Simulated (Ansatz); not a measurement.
# NH₃ with CH₃F: superposition error and deformation, part 3 of 3

Ansatz 0.2.0, Gaussian basis.

### Step 25. B97M-V/def2-TZVPPD

The inputs:

free-a/in.yaml

```yaml
crystal:
  periodic: [false, false, false]
  atoms:
    - {symbol: N, position_ang: [0.011052, -0.143131, -1.782746]}
    - {symbol: H, position_ang: [-0.802150, -0.181318, -2.384866]}
    - {symbol: H, position_ang: [-0.093707, 0.673548, -1.193399]}
    - {symbol: H, position_ang: [0.813777, 0.020859, -2.377768]}
basis:
  gaussian: {orbitals: "def2-TZVPPD.json"}
hamiltonian: {xc: {name: B97M-V}}
```

free-b/in.yaml

```yaml
crystal:
  periodic: [false, false, false]
  atoms:
    - {symbol: C, position_ang: [0.021416, -0.130411, 1.569677]}
    - {symbol: F, position_ang: [-0.141384, 1.143301, 1.074292]}
    - {symbol: H, position_ang: [-0.842593, -0.386692, 2.186994]}
    - {symbol: H, position_ang: [0.931656, -0.165518, 2.172589]}
    - {symbol: H, position_ang: [0.101931, -0.830639, 0.735130]}
basis:
  gaussian: {orbitals: "def2-TZVPPD.json"}
hamiltonian: {xc: {name: B97M-V}}
```

Each run has its own folder and the same command.

Started as:

```sh
$ ansatz run in.yaml --threads 4 --pin off --events-out ev --progress --plain --max-ram 9574MiB
```

free-a printed, shortened:

```text
Functional definition: B97M-V
  name "B97M-V"
  cite "Mardirossian & Head-Gordon, J. Chem. Phys. 142, 074111 (2015) doi:10.1063/1.4907719"
  cite "Becke, J. Chem. Phys. 107, 8554 (1997) doi:10.1063/1.475007"
  cite "Vydrov & Van Voorhis, J. Chem. Phys. 133, 244103 (2010) doi:10.1063/1.3521275"
  # Of w^i u^j: cxij and so on, Table III.
[...]
  gx(w, u) = cx00 + cx01*u + cx02*u^2 + (cx10 + cx11*u)*w
[...]
  gos(w, u) = cos00 + cos01*u + cos03*u^3 + cos10*w + cos32*w^3*u^2
[...]
      + integral(e_c_pw_mod_opposite_spin*gos(b97_w_opposite, b97_u_opposite)) + vv10(b, c)
356 factors; their error is unknown
[...]
mean field -1539.43527478 eV, -56.5732028813 hartree, gradient 5.4e-5 eV, S^2 0.000000; 0 other end points of the search recorded, 0 dependent functions left out
reference -1539.43531458 eV, -56.5732043439 hartree; 5, 5 occupied and 83, 83 virtual orbitals, 356 factors
Total energy: -1539.43531458 eV, -56.5732043439 hartree
```

Log of free-b, shortened:

```text
[... 5 set-up lines as earlier in the session ...]
  # Of w^i u^j: cxij and so on, Table III.
[...]
  gx(w, u) = cx00 + cx01*u + cx02*u^2 + (cx10 + cx11*u)*w
[...]
  gos(w, u) = cos00 + cos01*u + cos03*u^3 + cos10*w + cos32*w^3*u^2
[...]
      + integral(e_c_pw_mod_opposite_spin*gos(b97_w_opposite, b97_u_opposite)) + vv10(b, c)
548 factors; their error is unknown
[...]
mean field -3803.19188245 eV, -139.7647237842 hartree, gradient 2.5e-5 eV, S^2 0.000000; 0 other end points of the search recorded, 0 dependent functions left out
reference -3803.19193745 eV, -139.7647258053 hartree; 9, 9 occupied and 119, 119 virtual orbitals, 548 factors
Total energy: -3803.19193745 eV, -139.7647258053 hartree
```

They took 1 s (free-a), 2.4 s (free-b) on 4 threads of Arm Neoverse N1, shared host.

### Step 26. HSE06-D4/def2-TZVPPD

The same edit goes into each in.yaml of step 25 (free-a, free-b):

```diff
-hamiltonian: {xc: {name: B97M-V}}
+hamiltonian: {xc: hse06, dispersion: d4}
```

One command serves all of them, each in its own folder.

Started as:

```sh
$ ansatz run in.yaml --threads 4 --pin off --events-out ev --progress --plain --max-ram 9574MiB
```

Log of free-a, shortened:

```text
[... 6 set-up lines as earlier in the session ...]
[...]
  # The whole range is PBE's own exchange, as in plane waves. The composition of these papers is wPBEh.
[...]
356 factors; their error is unknown
44 factors; integrals over basis functions are off by at most 2.8e-6 eV
[...]
mean field -1537.82552047 eV, -56.5140455016 hartree, gradient 3.0e-5 eV, S^2 0.000000; 0 other end points of the search recorded, 0 dependent functions left out
reference -1537.82554692 eV, -56.5140464737 hartree; 5, 5 occupied and 83, 83 virtual orbitals, 356 factors
Total energy: -1537.83374887 eV, -56.5143478897 hartree
```

Log of free-b, shortened:

```text
[... 6 set-up lines as earlier in the session ...]
[...]
548 factors; their error is unknown
55 factors; integrals over basis functions are off by at most 5.3e-6 eV
[...]
mean field -3800.06201837 eV, -139.6497034005 hartree, gradient 2.0e-5 eV, S^2 0.000000; 0 other end points of the search recorded, 0 dependent functions left out
reference -3800.06205677 eV, -139.6497048116 hartree; 9, 9 occupied and 119, 119 virtual orbitals, 548 factors
Total energy: -3800.08291737 eV, -139.6504714247 hartree
```

They took 0.45 s (free-a), 0.95 s (free-b) on 4 threads of Arm Neoverse N1, shared host.

### Step 27. CCSD(T)/def2-TZVPPD

Each input of step 26 (free-a, free-b) changes in the same lines:

```diff
-hamiltonian: {xc: hse06, dispersion: d4}
+correlation: {method: ccsd_t}
```

Each run has its own folder and the same command.

Started as:

```sh
$ ansatz run in.yaml --threads 4 --pin off --events-out ev --progress --plain --max-ram 9574MiB
```

Log of free-a, shortened:

```text
[... 4 set-up lines as earlier in the session ...]
[...]
500 factors; integrals over basis functions are off by at most 7.1e-4 eV
[...]
mean field -1529.87709072 eV, -56.2219460961 hartree, gradient 5.0e-7 eV, S^2 0.000000; 0 other end points of the search recorded, 0 dependent functions left out
1 core orbitals not correlated: weight in the atoms' cores, before any rotation towards them, 1.000 or more for the frozen orbitals, at most 0.000 for the correlated occupied ones
reference -1529.87709072 eV, -56.2219460961 hartree; 4, 4 occupied and 83, 83 virtual orbitals, 500 factors
second order -6.43526359 eV of doubles, -0.00000000 eV of singles
cycle   1  -6.61128056 eV  change   -1.8e-1 eV  update   4.2e-2
[...]
cycle   9  -6.76757319 eV  change    2.9e-6 eV  update   5.7e-6
perturbative correction -0.21609087 eV, -0.0079411928 hartree
Total energy: -1536.86075478 eV, -56.4785910165 hartree
```

Log of free-b, shortened:

```text
[... 4 set-up lines as earlier in the session ...]
[...]
753 factors; integrals over basis functions are off by at most 8.4e-4 eV
[...]
mean field -3785.18850493 eV, -139.1031118633 hartree, gradient 1.2e-6 eV, S^2 0.000000; 0 other end points of the search recorded, 0 dependent functions left out
2 core orbitals not correlated: weight in the atoms' cores, before any rotation towards them, 1.000 or more for the frozen orbitals, at most 0.000 for the correlated occupied ones
reference -3785.18850493 eV, -139.1031118633 hartree; 7, 7 occupied and 119, 119 virtual orbitals, 753 factors
second order -11.83511054 eV of doubles, -0.00000000 eV of singles
cycle   1  -11.97855082 eV  change   -1.4e-1 eV  update   6.6e-2
[...]
cycle   9  -12.28479188 eV  change   -1.3e-6 eV  update   4.7e-6
perturbative correction -0.36657876 eV, -0.0134715209 hartree
Total energy: -3797.83987557 eV, -139.5680411588 hartree
```

Times: 0.75 s (free-a), 2.5 s (free-b) on 4 threads of Arm Neoverse N1, shared host; peak memory 0.49 GiB.

### Step 28. The split

```
      method  interaction with counterpoise (kcal/mol)  without  superposition error  deformation  binding energy
      PBE-D4                                     -2.88    -2.99                 0.10        -0.08           -2.97
   revPBE-D4                                     -2.35    -2.45                 0.11        -0.12           -2.47
     BLYP-D4                                     -2.48    -2.60                 0.11        -0.17           -2.65
   r2SCAN-D4                                     -2.76    -2.85                 0.09        -0.03           -2.79
      B97M-V                                     -2.80    -2.88                 0.08         0.04           -2.76
     PBE0-D4                                     -2.85    -2.93                 0.08         0.04           -2.81
    B3LYP-D4                                     -2.73    -2.83                 0.09        -0.05           -2.79
    HSE06-D4                                     -2.84    -2.92                 0.08         0.04           -2.80
     wB97X-V                                     -2.81    -2.89                 0.08        -0.04           -2.85
     wB97M-V                                     -2.79    -2.88                 0.10        -0.03           -2.81
      B2PLYP                                     -2.17    -2.34                 0.17        -0.05           -2.22
Hartree-Fock                                     -1.18    -1.23                 0.05         0.14           -1.03
         MP2                                     -2.54    -2.92                 0.38        -0.03           -2.57
        CCSD                                     -2.38    -2.73                 0.35         0.00           -2.38
     CCSD(T)                                     -2.60    -2.98                 0.38        -0.03           -2.63
```

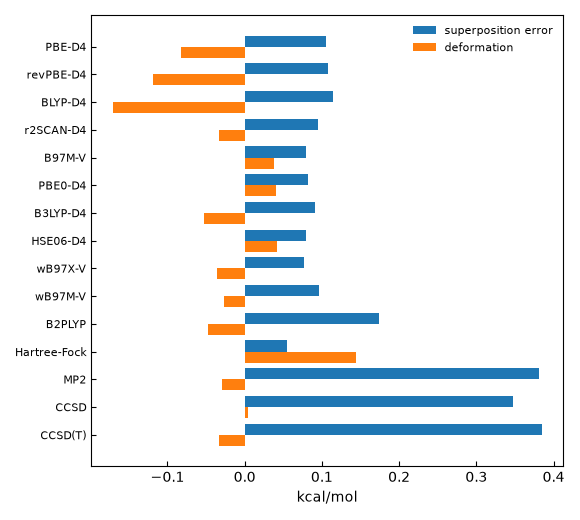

Superposition error and deformation energy by method.

### Step 29. Outcome

The summary covers parts 1 to 3.

```
            quantity           value
interaction, CCSD(T)  -2.60 kcal/mol
 superposition error   0.38 kcal/mol
         deformation  -0.03 kcal/mol
      binding energy  -2.63 kcal/mol
```

What this shows: In this basis the superposition error is 0.38 kcal/mol for CCSD(T) and 0.09 kcal/mol on average for the plain functionals: correlated methods borrow far more, since they need many more functions to converge. The free shapes are PBE0-D4 minima, so other methods can show a small negative deformation energy.
